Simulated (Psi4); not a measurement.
**wB97X/def2-TZVP (core potential) run of ZrO (SMILES [O][Zr])**

What is the vertical singlet–triplet gap of ZrO at wB97X/def2-TZVP (core potential)? 

The results are computed with Psi4 1.11.

1 further run of the same task is left out (set aside as unsound or not needed).

## Step 1: The system as given

ZrO: 2 atoms, total charge 0, spin state singlet. As SMILES, `[O][Zr]`. The bond length is the measured one.

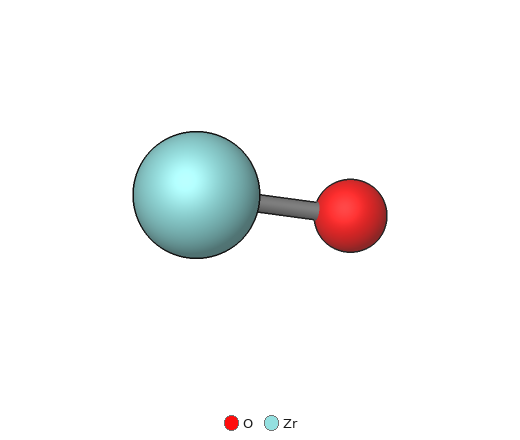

The structure, seen from a chosen angle (oxygen red, zirconium light teal).

## Step 2: Energy and forces at wB97X/def2-TZVP (core potential)

The input, run.py:

```python
import psi4

psi4.set_memory('1600 MB')
psi4.set_num_threads(1)
psi4.set_output_file('psi4.out', False)

geom = psi4.geometry("""
O      0.000000     0.000000     0.000000
Zr     0.000000     0.000000     1.711600
units angstrom
symmetry c1
no_reorient
no_com
""")

options = {'basis': 'def2-TZVP', 'puream': True, 'e_convergence': 1e-09, 'd_convergence': 1e-08, 'scf_type': 'pk', 'dft_radial_points': 99, 'dft_spherical_points': 590}
psi4.set_options(options)

e, wfn = psi4.gradient("wb97x", return_wfn=True)
psi4.oeprop(wfn, "MAYER_INDICES", "MULLIKEN_CHARGES", "WIBERG_LOWDIN_INDICES", title="WB97X")
print('gradient / Eh bohr^-1')
print(e.np.round(6))
print(f'energy = {wfn.energy():.10f} Eh')
```

On the command line:

```
$ python run.py
```

psi4.out:

```text
[...]
    !!!  WARNING: ECP capability is in beta. Please check occupations closely.  !!!
[...]
  Running in c1 symmetry.
[...]
  Nuclear repulsion =   29.680423127085771
[...]
  Multiplicity = 1
[...]
  Nalpha       = 10
  Nbeta        = 10
[...]
    Number of basis functions: 71
[...]
   @RKS iter   1:  -121.79594447397501   -1.54212e-01   1.43985e-02 ADIIS/DIIS
[...]
   @RKS iter  16:  -122.24438647108781   -3.57971e-11   9.17382e-09 DIIS
[...]
    Orbital Energies [Eh]
    ---------------------
    Doubly Occupied:
       1A    -19.197854     2A     -2.316832     3A     -1.468469
       4A     -1.441956     5A     -1.441956     6A     -0.989108
       7A     -0.457395     8A     -0.457395     9A     -0.452658
      10A     -0.261990
[...]
  @RKS Final Energy:  -122.24438647108781
   => Energetics <=
    Nuclear Repulsion Energy =             29.6804231270857706
    One-Electron Energy =                -240.6605725160280826
    Two-Electron Energy =                  98.3699286338383416
    DFT Exchange-Correlation Energy =      -9.6341657159838263
    Empirical Dispersion Energy =           0.0000000000000000
    VV10 Nonlocal Energy =                  0.0000000000000000
    Total Energy =                       -122.2443864710878074
[...]
 Multipole Moments:
 ------------------------------------------------------------------------------------
     Multipole            Electronic (a.u.)      Nuclear  (a.u.)        Total (a.u.)
 ------------------------------------------------------------------------------------
 L = 1.  Multiply by 2.5417464519 to convert [e a0] to [Debye]
 Dipole X            :          0.0000003            0.0000000            0.0000003
 Dipole Y            :         -0.0000002            0.0000000           -0.0000002
 Dipole Z            :        -37.7439586           38.8134628            1.0695042
 Magnitude           :                                                    1.0695042
[...]
  -Total Gradient:
     Atom            X                  Y                   Z
    ------   -----------------  -----------------  -----------------
       1        0.000000010256    -0.000000005285    -0.010692002511
       2       -0.000000009504     0.000000004894     0.013911635165
[...]
  Mulliken Charges: (a.u.)
   Center  Symbol    Alpha    Beta     Spin     Total
       1     O     4.26157  4.26157  0.00000 -0.52314
       2    ZR     5.73843  5.73843  0.00000  0.52314
   Total alpha = 10.00000, Total beta = 10.00000, Total charge = -0.00000
  Mayer Bond Indices:
[...]
```

The script printed:

```text
gradient / Eh bohr^-1
[[ 0.       -0.       -0.010692]
 [-0.        0.        0.013912]]
energy = -122.2443864711 Eh
```

Wall time 7.8 s (1 thread of Intel Xeon 6975P-C (Granite Rapids), shared host); peak memory 0.5 GiB.

## Step 3: The triplet at the same level

The input, ozr.json:

```json
{
  "schema_name": "qcschema_input",
  "schema_version": 1,
  "molecule": {
    "schema_name": "qcschema_molecule",
    "schema_version": 2,
    "symbols": ["O", "Zr"],
    "geometry": [0.0, 0.0, 0.0, 0.0, 0.0, 3.23445523],
    "molecular_charge": 0,
    "molecular_multiplicity": 3,
    "fix_symmetry": "c1"
  },
  "driver": "gradient",
  "model": {
    "method": "wb97x",
    "basis": "def2-TZVP"
  },
  "keywords": {
    "reference": "uks",
    "puream": true,
    "e_convergence": 1e-09,
    "d_convergence": 1e-08,
    "scf_type": "pk",
    "dft_radial_points": 99,
    "dft_spherical_points": 590,
    "maxiter": 100
  }
}
```

On the command line:

```
$ psi4 --qcschema ozr.json -n 1 --memory 1600MB
```

stdout:

```text
[...]
    !!!  WARNING: ECP capability is in beta. Please check occupations closely.  !!!
[...]
  Running in c1 symmetry.
[...]
  Nuclear repulsion =   29.680423185205132
[...]
  Multiplicity = 3
[...]
  Nalpha       = 11
  Nbeta        = 9
[...]
    Number of basis functions: 71
[...]
   @UKS iter   1:  -121.78742844254958   -1.37669e-01   1.43286e-02 DIIS/ADIIS
[...]
   @UKS iter  19:  -122.23030557327121   -1.54330e-11   6.58228e-09 DIIS
[...]
   @S^2 Observed:                2.002103692E+00
[...]
    Orbital Energies [Eh]
    ---------------------
    Alpha Occupied:
       1A    -19.146639     2A     -2.236504     3A     -1.405441
       4A     -1.368993     5A     -1.368993     6A     -0.940392
       7A     -0.411837     8A     -0.411837     9A     -0.404850
      10A     -0.254290    11A     -0.237228
    Alpha Virtual:
      12A      0.007536    13A      0.007536    14A      0.032194
      15A      0.034129    16A      0.105149    17A      0.105149
      18A      0.111587    19A      0.132065    20A      0.194573
      21A      0.194573    22A      0.215079    23A      0.227346
      24A      0.227346    25A      0.232188    26A      0.247337
[...]
  @UKS Final Energy:  -122.23030557327121
   => Energetics <=
    Nuclear Repulsion Energy =             29.6804231852051323
    One-Electron Energy =                -241.7799054612241889
    Two-Electron Energy =                  99.5997901855449328
    DFT Exchange-Correlation Energy =      -9.7306134827970965
    Empirical Dispersion Energy =           0.0000000000000000
    VV10 Nonlocal Energy =                  0.0000000000000000
    Total Energy =                       -122.2303055732712096
[...]
 Multipole Moments:
 ------------------------------------------------------------------------------------
     Multipole            Electronic (a.u.)      Nuclear  (a.u.)        Total (a.u.)
 ------------------------------------------------------------------------------------
 L = 1.  Multiply by 2.5417464519 to convert [e a0] to [Debye]
 Dipole X            :         -0.0000003            0.0000000           -0.0000003
 Dipole Y            :         -0.0000013            0.0000000           -0.0000013
 Dipole Z            :         17.6815730          -16.1050989            1.5764740
 Magnitude           :                                                    1.5764740
[...]
  -Total Gradient:
     Atom            X                  Y                   Z
    ------   -----------------  -----------------  -----------------
       1       -0.000000026016    -0.000000028326     0.008680669363
       2        0.000000021684     0.000000022850    -0.005103921125
[...]
```

The result, in JSON:

```text
{
 "driver": "gradient",
 "model": {
  "method": "wb97x",
  "basis": "def2-TZVP"
 },
 "success": true,
 "return_result": [-2.601612805681189e-08, -2.8325590529494817e-08, 0.00868066936310391, 2.1683824028461916e-08, 2.2849537186714547e-08, -0.005103921125176991],
 "properties": {
  "calcinfo_nbasis": 71,
  "calcinfo_nmo": 71,
  "calcinfo_nalpha": 11,
  "calcinfo_nbeta": 9,
  "calcinfo_natom": 2,
  "nuclear_repulsion_energy": 29.680423185205132,
  "return_energy": -122.23030557327121,
  "return_gradient": [-2.601612805681189e-08, -2.8325590529494817e-08, 0.00868066936310391, 2.1683824028461916e-08, 2.2849537186714547e-08, -0.005103921125176991],
  "scf_one_electron_energy": -241.7799054612242,
  "scf_two_electron_energy": 99.59979018554493,
  "scf_xc_energy": -9.730613482797096,
  "scf_dipole_moment": [-3.1467784223919836e-07, -1.2714464638632525e-06, 1.5764740241616977],
  "scf_total_energy": -122.23030557327121,
  "scf_total_gradient": [-2.601612805681189e-08, -2.8325590529494817e-08, 0.00868066936310391, 2.1683824028461916e-08, 2.2849537186714547e-08, -0.005103921125176991],
  "scf_iterations": 19
 }
}
```

Wall time 10 s (1 thread of Intel Xeon 6975P-C (Granite Rapids), shared host); peak memory 0.49 GiB.

## Step 4: Results

At wB97X/def2-TZVP (core potential):

| quantity | value |
| --- | --- |
| singlet: total energy | -122.24439 Eh |
| singlet: dipole moment | 2.72 D |
| singlet: HOMO energy | -7.13 eV |
| singlet: LUMO energy | -0.72 eV |
| singlet: HOMO–LUMO gap | 6.41 eV |
| triplet: total energy | -122.23031 Eh |
| triplet: dipole moment | 4.01 D |
| triplet: HOMO energy (highest over α and β) | -6.46 eV |
| triplet: LUMO energy (lowest over α and β) | 0.21 eV |
| triplet: ⟨S²⟩ | 2.002 |
| vertical energy of the triplet above the singlet | 0.383 eV |

**Reading.** At this shape the triplet lies 0.38 eV (37.0 kJ/mol) above the singlet.
